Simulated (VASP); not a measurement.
Energy against volume of AlN (zinc blende). Method: PBE0 hybrid, VASP's PBE PAW potentials (set 64) (plane waves; VASP 6.6.1).

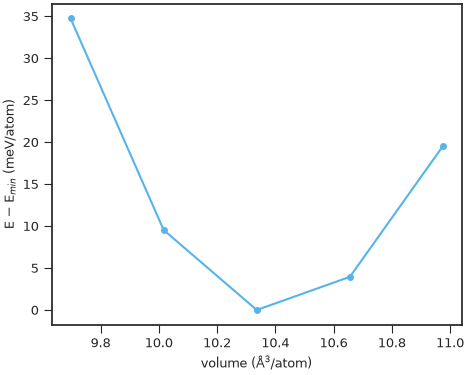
Figure. Energy against volume

### Question
Estimate the equilibrium volume and the bulk modulus.

### Answer
The minimum lies near 10.4 Å³/atom, and the curvature gives B0 of about 210 GPa.

The compound is AlN in the zinc blende structure, a metastable form; wurtzite is the usual one. It was relaxed first. The cell's shape comes from a PBE relaxation.
